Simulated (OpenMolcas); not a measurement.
# FNO-MP2/aug-cc-pVDZ (RICD fitting, virtual fraction 0.4) run of GeO (SMILES [O]=[Ge])

Aim: the energy change on altering one bond length of GeO at FNO-MP2/aug-cc-pVDZ (RICD fitting, virtual fraction 0.4), from 2 runs. 

The results are computed with OpenMolcas 26.06.

### Step 1. The structure to begin with

The species is GeO (2 atoms), meant as a singlet with charge 0. SMILES: `[O]=[Ge]`. The shape comes from GFN2-xTB, which is rough for such elements, and wasn't checked as a minimum.

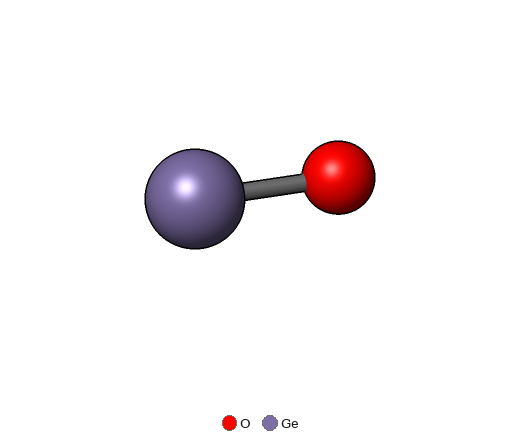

Viewed from a chosen angle; oxygen red, germanium purple.

### Step 2. A single-point energy at FNO-MP2/aug-cc-pVDZ (RICD fitting, virtual fraction 0.4)

geom.xyz reads:

```xyz
2

O      0.000000     0.000000     0.000000
Ge     0.000000     0.000000     1.576490
```

job.input reads:

```
&GATEWAY
 BasLib=$CurrDir
 Coord=geom.xyz
 Basis=aug-cc-pVDZ
 Group=NoSym
 RICD

&SEWARD

&SCF
 PrOrbitals=0

&MBPT2
 FNOMP2=0.4
 DoMP2
 Frozen=10
```

The basis set aug-cc-pVDZ is read from a file made from the Basis Set Exchange's data (not shown).

Launch:

```console
$ export MOLCAS_MEM=1860
$ pymolcas job.input > job.log
```

Log:

```text
--- Start Module: gateway ---
[...]
--- Stop Module: gateway /rc=_RC_ALL_IS_WELL_ ---
[...]
      Basis functions           59
[...]
--- Start Module: scf ---
[...]
       Convergence after  11 Iterations
[...]
::    Total SCF energy                              -2150.1974517933
[...]
      Total spin, S                                     0.0000000000
[...]
      Total electronic charge=   40.000000
      Total            charge=   -0.000000
[...]
      Dipole Moment (debye):
      Origin of the operator (angstrom)=    0.0000    0.0000    1.2961
                   X=  2.7168E-14               Y= -4.5284E-14               Z=  3.8889E+00           Total=  3.8889E+00
      Quadrupole Moment (debye*angstrom):
[...]
--- Stop Module: scf /rc=_RC_ALL_IS_WELL_ ---
[...]
--- Start Module: mbpt2 ---
[...]
WARNING!
Default frozen orbitals as non valence orbitals is overwritten by user input.
Default values:  15
[...]
       Reference weight ( Cref**2 )         =        0.89689
::    Total MBPT2 energy                            -2150.4789971776
[...]
--- Stop Module: mbpt2 /rc=_RC_ALL_IS_WELL_ ---
[...]
```

Run time: 4.5 s. Hardware: 1 thread of Arm Neoverse N1, shared host; peak memory 0.15 GiB.

### Step 3. The distorted shape at the same level

geom.xyz reads:

```xyz
2

O      0.000000     0.000000     0.157690
Ge     0.000000     0.000000     1.576490
```

job.inp reads:

```
* GeO FNO-MP2
>>> EXPORT MOLCAS_PRINT=2

&GATEWAY
 BasLib
 $CurrDir
 Coord
 geom.xyz
 Basis
 aug-cc-pVDZ
 Group
 NoSym
 RICD

&SEWARD

&SCF
 PrOrbitals
 0

&MBPT2
 FNOMP2
 0.4
 DoMP2
 Frozen
 10
```

The basis set aug-cc-pVDZ is read from a file made from the Basis Set Exchange's data (not shown).

Launch:

```console
$ export MOLCAS_MEM=1860
$ pymolcas job.inp > job.log
```

Log:

```text
--- Start Module: gateway ---
[...]
--- Stop Module: gateway /rc=_RC_ALL_IS_WELL_ ---
[...]
      Basis functions           59
[...]
--- Start Module: scf ---
[...]
       Convergence after  10 Iterations
[...]
::    Total SCF energy                              -2150.1440964128
[...]
      Total spin, S                                     0.0000000000
[...]
      Total electronic charge=   40.000000
      Total            charge=   -0.000000
[...]
      Dipole Moment (debye):
      Origin of the operator (angstrom)=    0.0000    0.0000    1.3241
                   X=  1.0524E-14               Y= -1.4970E-14               Z=  2.9136E+00           Total=  2.9136E+00
      Quadrupole Moment (debye*angstrom):
[...]
--- Stop Module: scf /rc=_RC_ALL_IS_WELL_ ---
[...]
--- Start Module: mbpt2 ---
[...]
WARNING!
Default frozen orbitals as non valence orbitals is overwritten by user input.
Default values:  15
[...]
       Reference weight ( Cref**2 )         =        0.90885
::    Total MBPT2 energy                            -2150.4127809037
[...]
--- Stop Module: mbpt2 /rc=_RC_ALL_IS_WELL_ ---
[...]
```

Wall time 4.5 s (1 thread of Arm Neoverse N1, shared host); peak memory 0.15 GiB.

### Step 4. What came out

At FNO-MP2/aug-cc-pVDZ (RICD fitting, virtual fraction 0.4), 10 core orbitals frozen:

| quantity | value |
| --- | --- |
| first shape: total energy | -2150.47900 Eh |
| first shape: dipole moment (mean-field density) | 3.89 D |
| first shape: HOMO energy (Hartree–Fock orbitals) | -11.61 eV |
| first shape: LUMO energy (Hartree–Fock orbitals) | 0.49 eV |
| first shape: HOMO–LUMO gap (Hartree–Fock orbitals) | 12.10 eV |
| first shape: correlation energy (10 core orbitals frozen) | -281.5 mEh |
| distorted shape: total energy | -2150.41278 Eh |
| distorted shape: dipole moment (mean-field density) | 2.91 D |
| distorted shape: HOMO energy (Hartree–Fock orbitals) | -11.43 eV |
| distorted shape: LUMO energy (Hartree–Fock orbitals) | 0.78 eV |
| distorted shape: HOMO–LUMO gap (Hartree–Fock orbitals) | 12.21 eV |
| distorted shape: correlation energy (10 core orbitals frozen) | -268.7 mEh |
| energy change with the O1–Ge2 bond shortened from 1.576 to 1.419 Å | 1.802 eV |

With the O1–Ge2 bond shortened from 1.576 to 1.419 Å the energy rises by 1.80 eV (174 kJ/mol). The first shape isn't relaxed at this level, so the change isn't measured from a minimum.
